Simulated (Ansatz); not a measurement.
# B₂SiH (quartet): wB97M-V, B2PLYP over vertical spin and charge gaps, def2-QZVPP

Aim: run B₂SiH (quartet) with these functionals over vertical spin and charge gaps, and hold them against the top wave-function level at the same points.

Computed with Ansatz 0.2.0, Gaussian basis. Level: def2-QZVPP, all electrons in the functionals, frozen cores in the correlation of double hybrids and RPA.

To be run: wB97M-V, B2PLYP, at charge 0, quartet; charge 0, doublet; charge 0, sextet; charge 1, triplet; charge 1, quintet.

**1. The system**

The geometry is a PBE0/def2-TZVP stationary point (not a proven minimum).

4 atoms, charge 0, spin multiplicity 4.

Atoms are counted from 1 here; the program's logs count them from 0.

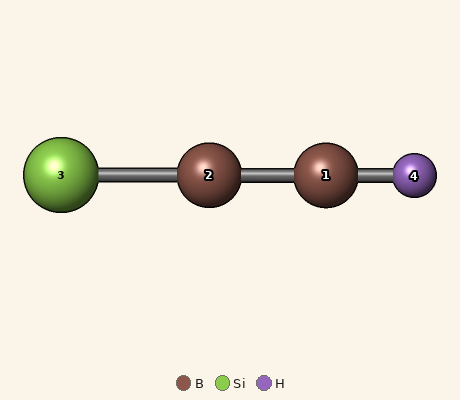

The structure; boron brown, silicon green, hydrogen purple; atoms are numbered from 1 in the order of the file.

No dispersion term is added; wB97M-V holds VV10 nonlocal correlation.

The geometry shown and the zero of energy belong to the point charge 0, quartet. The yardstick, UCCSD(T), and other wave-function levels (R restricted, U unrestricted, valence and pair active spaces) come from earlier runs.

**2. wB97M-V, charge 0, quartet**

The input, in.yaml:

```yaml
crystal:
  periodic: [false, false, false]
  atoms:
    - {symbol: B, position_ang: [0.000000, 0.000000, -0.976964]}
    - {symbol: B, position_ang: [0.000000, 0.000000, 0.578505]}
    - {symbol: Si, position_ang: [0.000000, 0.000000, 2.553858]}
    - {symbol: H, position_ang: [0.000000, 0.000000, -2.155400]}
basis:
  gaussian: {orbitals: "def2-QZVPP.json"}
magnetization: {spin_polarized: true, initial_magnetization: 3}
hamiltonian: {xc: {name: wB97M-V}}
output: {orbitals: {seedname: orbitals}}
```

The run is started by

```
$ ansatz run in.yaml --threads 1 --pin off --events-out ev --progress --plain --max-ram 2393MiB
```

Standard output, shortened:

```text
Functional definition: wB97M-V
  name "wB97M-V"
  cite "Mardirossian & Head-Gordon, J. Chem. Phys. 144, 214110 (2016) doi:10.1063/1.4952647"
  cite "Becke, J. Chem. Phys. 107, 8554 (1997) doi:10.1063/1.475007"
  cite "Vydrov & Van Voorhis, J. Chem. Phys. 133, 244103 (2010) doi:10.1063/1.3521275"
  # Of w^i u^j: cxij and so on, Table III.
[...]
  gx(w, u) = 1 - cx + cx01*u + cx10*w
  gss(w, u) = css00 + css04*u^4 + css10*w + css20*w^2 + css43*w^4*u^3
  gos(w, u) = cos00 + cos10*w + (cos20 + cos21*u)*w^2 + (cos60 + cos61*u)*w^6
[...]
      + integral(e_c_pw_mod_opposite_spin*gos(b97_w_opposite, b97_u_opposite)) + vv10(b, c)
805 factors; their error is unknown
216 factors; integrals over basis functions are off by at most 6.5e-5 eV
[...]
mean field -9239.89245919 eV, -339.5597848511 hartree, gradient 6.1e-5 eV, S^2 3.754982; 1 other end points of the search recorded, 0 dependent functions left out
reference -9239.89250614 eV, -339.5597865767 hartree; 14, 11 occupied and 200, 203 virtual orbitals, 805 factors
Total energy: -9239.89250614 eV, -339.5597865767 hartree
```

Wall time 28 s (1 thread of Arm Neoverse V1, shared host); peak memory 0.56 GiB.

From the report: ⟨S²⟩ of the determinant 3.755 (pure quartet: 3.75).

**3. wB97M-V, charge 0, doublet**

in.yaml: that of step 2 with these lines changed.

```diff
@@ -9,3 +9,3 @@
   gaussian: {orbitals: "def2-QZVPP.json"}
-magnetization: {spin_polarized: true, initial_magnetization: 3}
+magnetization: {spin_polarized: true, initial_magnetization: 1}
 hamiltonian: {xc: {name: wB97M-V}}
```

Launched as before.

Standard output, shortened:

```text
Functional definition: wB97M-V
  name "wB97M-V"
  cite "Mardirossian & Head-Gordon, J. Chem. Phys. 144, 214110 (2016) doi:10.1063/1.4952647"
  cite "Becke, J. Chem. Phys. 107, 8554 (1997) doi:10.1063/1.475007"
  cite "Vydrov & Van Voorhis, J. Chem. Phys. 133, 244103 (2010) doi:10.1063/1.3521275"
  # Of w^i u^j: cxij and so on, Table III.
[...]
  gx(w, u) = 1 - cx + cx01*u + cx10*w
  gss(w, u) = css00 + css04*u^4 + css10*w + css20*w^2 + css43*w^4*u^3
  gos(w, u) = cos00 + cos10*w + (cos20 + cos21*u)*w^2 + (cos60 + cos61*u)*w^6
[...]
      + integral(e_c_pw_mod_opposite_spin*gos(b97_w_opposite, b97_u_opposite)) + vv10(b, c)
805 factors; their error is unknown
216 factors; integrals over basis functions are off by at most 6.5e-5 eV
[...]
mean field -9240.62777852 eV, -339.5868073381 hartree, gradient 1.0e-5 eV, S^2 1.063146; 5 other end points of the search recorded, 0 dependent functions left out
reference -9240.62782594 eV, -339.5868090809 hartree; 13, 12 occupied and 201, 202 virtual orbitals, 805 factors
Total energy: -9240.62782594 eV, -339.5868090809 hartree
```

It took 84 s on 1 thread of Arm Neoverse V1, shared host; peak memory 0.71 GiB.

From the report: ⟨S²⟩ of the determinant 1.063 (pure doublet: 0.75).

From charge 0, quartet: -70.9 kJ/mol.

**4. wB97M-V, charge 0, sextet**

in.yaml: that of step 3 with these lines changed.

```diff
@@ -9,3 +9,3 @@
   gaussian: {orbitals: "def2-QZVPP.json"}
-magnetization: {spin_polarized: true, initial_magnetization: 1}
+magnetization: {spin_polarized: true, initial_magnetization: 5}
 hamiltonian: {xc: {name: wB97M-V}}
```

Same command.

Standard output, shortened:

```text
Functional definition: wB97M-V
  name "wB97M-V"
  cite "Mardirossian & Head-Gordon, J. Chem. Phys. 144, 214110 (2016) doi:10.1063/1.4952647"
  cite "Becke, J. Chem. Phys. 107, 8554 (1997) doi:10.1063/1.475007"
  cite "Vydrov & Van Voorhis, J. Chem. Phys. 133, 244103 (2010) doi:10.1063/1.3521275"
  # Of w^i u^j: cxij and so on, Table III.
[...]
  gx(w, u) = 1 - cx + cx01*u + cx10*w
  gss(w, u) = css00 + css04*u^4 + css10*w + css20*w^2 + css43*w^4*u^3
  gos(w, u) = cos00 + cos10*w + (cos20 + cos21*u)*w^2 + (cos60 + cos61*u)*w^6
[...]
      + integral(e_c_pw_mod_opposite_spin*gos(b97_w_opposite, b97_u_opposite)) + vv10(b, c)
805 factors; their error is unknown
216 factors; integrals over basis functions are off by at most 6.5e-5 eV
[...]
mean field -9238.05801947 eV, -339.4923704348 hartree, gradient 5.8e-5 eV, S^2 8.752994; 0 other end points of the search recorded, 0 dependent functions left out
reference -9238.05806506 eV, -339.4923721104 hartree; 15, 10 occupied and 199, 204 virtual orbitals, 805 factors
Total energy: -9238.05806506 eV, -339.4923721104 hartree
```

It took 25 s on 1 thread of Arm Neoverse V1, shared host; peak memory 0.56 GiB.

From the report: ⟨S²⟩ of the determinant 8.753 (pure sextet: 8.75).

From charge 0, quartet: +177.0 kJ/mol.

**5. wB97M-V, charge 1, triplet**

in.yaml: that of step 4 with these lines changed.

```diff
@@ -9,3 +9,4 @@
   gaussian: {orbitals: "def2-QZVPP.json"}
-magnetization: {spin_polarized: true, initial_magnetization: 5}
+total_charge: 1
+magnetization: {spin_polarized: true, initial_magnetization: 2}
 hamiltonian: {xc: {name: wB97M-V}}
```

The command is unchanged.

Standard output, shortened:

```text
Functional definition: wB97M-V
  name "wB97M-V"
  cite "Mardirossian & Head-Gordon, J. Chem. Phys. 144, 214110 (2016) doi:10.1063/1.4952647"
  cite "Becke, J. Chem. Phys. 107, 8554 (1997) doi:10.1063/1.475007"
  cite "Vydrov & Van Voorhis, J. Chem. Phys. 133, 244103 (2010) doi:10.1063/1.3521275"
  # Of w^i u^j: cxij and so on, Table III.
[...]
  gx(w, u) = 1 - cx + cx01*u + cx10*w
  gss(w, u) = css00 + css04*u^4 + css10*w + css20*w^2 + css43*w^4*u^3
  gos(w, u) = cos00 + cos10*w + (cos20 + cos21*u)*w^2 + (cos60 + cos61*u)*w^6
[...]
      + integral(e_c_pw_mod_opposite_spin*gos(b97_w_opposite, b97_u_opposite)) + vv10(b, c)
805 factors; their error is unknown
216 factors; integrals over basis functions are off by at most 6.5e-5 eV
[...]
mean field -9233.11454363 eV, -339.3107010485 hartree, gradient 6.2e-5 eV, S^2 2.003529; 2 other end points of the search recorded, 0 dependent functions left out
reference -9233.11459504 eV, -339.3107029377 hartree; 13, 11 occupied and 201, 203 virtual orbitals, 805 factors
Total energy: -9233.11459504 eV, -339.3107029377 hartree
```

Run time: 28 s. Hardware: 1 thread of Arm Neoverse V1, shared host; peak memory 0.56 GiB.

From the report: ⟨S²⟩ of the determinant 2.004 (pure triplet: 2.00).

From charge 0, quartet: +654.0 kJ/mol.

**6. wB97M-V, charge 1, quintet**

in.yaml: that of step 5 with these lines changed.

```diff
@@ -10,3 +10,3 @@
 total_charge: 1
-magnetization: {spin_polarized: true, initial_magnetization: 2}
+magnetization: {spin_polarized: true, initial_magnetization: 4}
 hamiltonian: {xc: {name: wB97M-V}}
```

Launched as before.

Standard output, shortened:

```text
Functional definition: wB97M-V
  name "wB97M-V"
  cite "Mardirossian & Head-Gordon, J. Chem. Phys. 144, 214110 (2016) doi:10.1063/1.4952647"
  cite "Becke, J. Chem. Phys. 107, 8554 (1997) doi:10.1063/1.475007"
  cite "Vydrov & Van Voorhis, J. Chem. Phys. 133, 244103 (2010) doi:10.1063/1.3521275"
  # Of w^i u^j: cxij and so on, Table III.
[...]
  gx(w, u) = 1 - cx + cx01*u + cx10*w
  gss(w, u) = css00 + css04*u^4 + css10*w + css20*w^2 + css43*w^4*u^3
  gos(w, u) = cos00 + cos10*w + (cos20 + cos21*u)*w^2 + (cos60 + cos61*u)*w^6
[...]
      + integral(e_c_pw_mod_opposite_spin*gos(b97_w_opposite, b97_u_opposite)) + vv10(b, c)
805 factors; their error is unknown
216 factors; integrals over basis functions are off by at most 6.5e-5 eV
[...]
mean field -9230.87112379 eV, -339.2282568899 hartree, gradient 3.6e-5 eV, S^2 6.003295; 0 other end points of the search recorded, 0 dependent functions left out
reference -9230.87117475 eV, -339.2282587629 hartree; 14, 10 occupied and 200, 204 virtual orbitals, 805 factors
Total energy: -9230.87117475 eV, -339.2282587629 hartree
```

Run time: 26 s. Hardware: 1 thread of Arm Neoverse V1, shared host; peak memory 0.56 GiB.

From the report: ⟨S²⟩ of the determinant 6.003 (pure quintet: 6.00).

From charge 0, quartet: +870.4 kJ/mol.

**7. B2PLYP, charge 0, quartet**

in.yaml: that of step 6 with these lines changed.

```diff
@@ -9,5 +9,4 @@
   gaussian: {orbitals: "def2-QZVPP.json"}
-total_charge: 1
-magnetization: {spin_polarized: true, initial_magnetization: 4}
-hamiltonian: {xc: {name: wB97M-V}}
-output: {orbitals: {seedname: orbitals}}
+magnetization: {spin_polarized: true, initial_magnetization: 3}
+hamiltonian: {xc: {name: B2PLYP}}
+correlation: {electrons: outside_noble_gas}
```

Same command.

Standard output, shortened:

```text
Functional definition: B2PLYP
  name "B2PLYP"
  cite "Grimme, J. Chem. Phys. 124, 034108 (2006) doi:10.1063/1.2148954"
  cite "Becke, Phys. Rev. A 38, 3098 (1988) doi:10.1103/PhysRevA.38.3098"
  cite "Lee, Yang & Parr, Phys. Rev. B 37, 785 (1988) doi:10.1103/PhysRevB.37.785"
[...]
1284 factors; integrals over basis functions are off by at most 1.2e-3 eV
[...]
mean field -9234.28335446 eV, -339.3536540544 hartree, gradient 6.3e-6 eV, S^2 3.766315; 2 other end points of the search recorded, 0 dependent functions left out
7 core orbitals not correlated: weight in the atoms' cores, before any rotation towards them, 1.000 or more for the frozen orbitals, at most 0.000 for the correlated occupied ones
reference -9234.28349586 eV, -339.3536592508 hartree; 7, 4 occupied and 200, 203 virtual orbitals, 1284 factors
second order -8.00467924 eV of doubles, -0.00000000 eV of singles
Total energy: -9236.44475926 eV, -339.4330842156 hartree
```

Wall time 24 s (1 thread of Arm Neoverse V1, shared host); peak memory 0.5 GiB.

From the report: ⟨S²⟩ of the determinant 3.766 (pure quartet: 3.75).

**8. B2PLYP, charge 0, doublet**

in.yaml: that of step 7 with these lines changed.

```diff
@@ -9,3 +9,3 @@
   gaussian: {orbitals: "def2-QZVPP.json"}
-magnetization: {spin_polarized: true, initial_magnetization: 3}
+magnetization: {spin_polarized: true, initial_magnetization: 1}
 hamiltonian: {xc: {name: B2PLYP}}
```

The command is unchanged.

Standard output, shortened:

```text
Functional definition: B2PLYP
  name "B2PLYP"
  cite "Grimme, J. Chem. Phys. 124, 034108 (2006) doi:10.1063/1.2148954"
  cite "Becke, Phys. Rev. A 38, 3098 (1988) doi:10.1103/PhysRevA.38.3098"
  cite "Lee, Yang & Parr, Phys. Rev. B 37, 785 (1988) doi:10.1103/PhysRevB.37.785"
[...]
1284 factors; integrals over basis functions are off by at most 1.2e-3 eV
[...]
mean field -9234.85794193 eV, -339.3747697543 hartree, gradient 1.5e-6 eV, S^2 1.279212; 14 other end points of the search recorded, 0 dependent functions left out
7 core orbitals not correlated: weight in the atoms' cores, before any rotation towards them, 1.000 or more for the frozen orbitals, at most 0.000 for the correlated occupied ones
reference -9234.85808343 eV, -339.3747749546 hartree; 6, 5 occupied and 201, 202 virtual orbitals, 1284 factors
second order -8.86190907 eV of doubles, -0.00000000 eV of singles
Total energy: -9237.25079888 eV, -339.4627056255 hartree
```

Wall time 86 s (1 thread of Arm Neoverse V1, shared host); peak memory 0.54 GiB.

From the report: ⟨S²⟩ of the determinant 1.279 (pure doublet: 0.75). The determinant is far from a pure spin state, so its energy mixes those of several spin states (harmless only where they are near-degenerate, as at dissociation).

From charge 0, quartet: -77.8 kJ/mol.

**9. B2PLYP, charge 0, sextet**

in.yaml: that of step 8 with these lines changed.

```diff
@@ -9,3 +9,3 @@
   gaussian: {orbitals: "def2-QZVPP.json"}
-magnetization: {spin_polarized: true, initial_magnetization: 1}
+magnetization: {spin_polarized: true, initial_magnetization: 5}
 hamiltonian: {xc: {name: B2PLYP}}
```

Launched as before.

Standard output, shortened:

```text
Functional definition: B2PLYP
  name "B2PLYP"
  cite "Grimme, J. Chem. Phys. 124, 034108 (2006) doi:10.1063/1.2148954"
  cite "Becke, Phys. Rev. A 38, 3098 (1988) doi:10.1103/PhysRevA.38.3098"
  cite "Lee, Yang & Parr, Phys. Rev. B 37, 785 (1988) doi:10.1103/PhysRevB.37.785"
[...]
1284 factors; integrals over basis functions are off by at most 1.2e-3 eV
[...]
mean field -9232.67340491 eV, -339.2944894997 hartree, gradient 1.1e-6 eV, S^2 8.756607; 0 other end points of the search recorded, 0 dependent functions left out
7 core orbitals not correlated: weight in the atoms' cores, before any rotation towards them, 1.000 or more for the frozen orbitals, at most 0.000 for the correlated occupied ones
reference -9232.67354733 eV, -339.2944947333 hartree; 8, 3 occupied and 199, 204 virtual orbitals, 1284 factors
second order -7.47219211 eV of doubles, -0.00000000 eV of singles
Total energy: -9234.69103919 eV, -339.3686361920 hartree
```

It took 15 s on 1 thread of Arm Neoverse V1, shared host; peak memory 0.5 GiB.

From the report: ⟨S²⟩ of the determinant 8.757 (pure sextet: 8.75).

From charge 0, quartet: +169.2 kJ/mol.

**10. B2PLYP, charge 1, triplet**

in.yaml: that of step 9 with these lines changed.

```diff
@@ -9,3 +9,4 @@
   gaussian: {orbitals: "def2-QZVPP.json"}
-magnetization: {spin_polarized: true, initial_magnetization: 5}
+total_charge: 1
+magnetization: {spin_polarized: true, initial_magnetization: 2}
 hamiltonian: {xc: {name: B2PLYP}}
```

Launched as before.

Standard output, shortened:

```text
Functional definition: B2PLYP
  name "B2PLYP"
  cite "Grimme, J. Chem. Phys. 124, 034108 (2006) doi:10.1063/1.2148954"
  cite "Becke, Phys. Rev. A 38, 3098 (1988) doi:10.1103/PhysRevA.38.3098"
  cite "Lee, Yang & Parr, Phys. Rev. B 37, 785 (1988) doi:10.1103/PhysRevB.37.785"
[...]
1284 factors; integrals over basis functions are off by at most 1.2e-3 eV
[...]
mean field -9227.53809555 eV, -339.1057703617 hartree, gradient 2.4e-6 eV, S^2 2.007099; 5 other end points of the search recorded, 0 dependent functions left out
7 core orbitals not correlated: weight in the atoms' cores, before any rotation towards them, 1.000 or more for the frozen orbitals, at most 0.000 for the correlated occupied ones
reference -9227.53824072 eV, -339.1057756963 hartree; 6, 4 occupied and 201, 203 virtual orbitals, 1284 factors
second order -7.62323377 eV of doubles, -0.00000000 eV of singles
Total energy: -9229.59651384 eV, -339.1814158383 hartree
```

Run time: 98 s. Hardware: 1 thread of Arm Neoverse V1, shared host; peak memory 0.69 GiB.

From the report: ⟨S²⟩ of the determinant 2.007 (pure triplet: 2.00).

From charge 0, quartet: +660.8 kJ/mol.

**11. B2PLYP, charge 1, quintet**

in.yaml: that of step 10 with these lines changed.

```diff
@@ -10,3 +10,3 @@
 total_charge: 1
-magnetization: {spin_polarized: true, initial_magnetization: 2}
+magnetization: {spin_polarized: true, initial_magnetization: 4}
 hamiltonian: {xc: {name: B2PLYP}}
```

Launched as before.

Standard output, shortened:

```text
Functional definition: B2PLYP
  name "B2PLYP"
  cite "Grimme, J. Chem. Phys. 124, 034108 (2006) doi:10.1063/1.2148954"
  cite "Becke, Phys. Rev. A 38, 3098 (1988) doi:10.1103/PhysRevA.38.3098"
  cite "Lee, Yang & Parr, Phys. Rev. B 37, 785 (1988) doi:10.1103/PhysRevB.37.785"
[...]
1284 factors; integrals over basis functions are off by at most 1.2e-3 eV
[...]
mean field -9225.63381020 eV, -339.0357891657 hartree, gradient 7.4e-6 eV, S^2 6.008100; 0 other end points of the search recorded, 0 dependent functions left out
7 core orbitals not correlated: weight in the atoms' cores, before any rotation towards them, 1.000 or more for the frozen orbitals, at most 0.000 for the correlated occupied ones
reference -9225.63395797 eV, -339.0357945959 hartree; 7, 3 occupied and 200, 204 virtual orbitals, 1284 factors
second order -6.89285591 eV of doubles, -0.00000000 eV of singles
Total energy: -9227.49502906 eV, -339.1041876972 hartree
```

Wall time 15 s (1 thread of Arm Neoverse V1, shared host); peak memory 0.5 GiB.

From the report: ⟨S²⟩ of the determinant 6.008 (pure quintet: 6.00).

From charge 0, quartet: +863.5 kJ/mol.

**12. The comparison**

No level is safe as a reference over these points; UCCSD(T) serves as a yardstick only. It comes from earlier runs at the same points. Energies in kJ/mol, counted from charge 0, quartet; blanks weren't run or aren't comparable.

```csv
level,quartet to doublet,quartet to sextet,ionisation to the triplet cation,ionisation to the quintet cation
UCCSD(T),-94.6,152.9,671.0,867.4
wB97M-V,-70.9,177.0,654.0,870.4
B2PLYP,-77.8,169.2,660.8,863.5
```

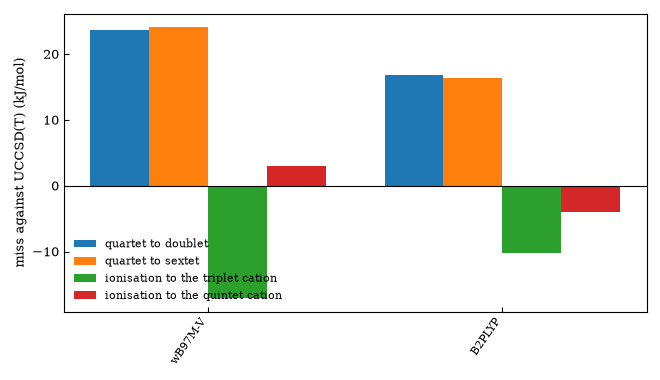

Misses of the gaps against UCCSD(T).

Largest miss and mean time a point (UCCSD(T) took 2.5 min a point; shared hosts):

```csv
level,largest miss (kJ/mol),where,time a point
wB97M-V,+24.1,quartet to sextet,38 s
B2PLYP,+16.8,quartet to doublet,47 s
```

**13. What came out**

```
                                  quantity                              value
              quartet to doublet, UCCSD(T)                       -94.6 kJ/mol
               quartet to sextet, UCCSD(T)                       152.9 kJ/mol
ionisation to the triplet cation, UCCSD(T)                       671.0 kJ/mol
ionisation to the quintet cation, UCCSD(T)                       867.4 kJ/mol
                     largest miss, wB97M-V   +24.1 kJ/mol (quartet to sextet)
                      largest miss, B2PLYP  +16.8 kJ/mol (quartet to doublet)
```

In words: Of the functionals, B2PLYP keep the smallest largest miss at the points compared (at most 16.8 kJ/mol) and wB97M-V strays most (24.1 kJ/mol, at quartet to sextet). wB97M-V, B2PLYP clearly break the spin symmetry at some points (⟨S²⟩ up to 0.53 above the pure value), so energy there is bought with a mixed spin. Functionals and the yardstick converge differently with the basis, so part of each miss in def2-QZVPP is the basis. The yardstick itself may be off where one determinant is a poor start.
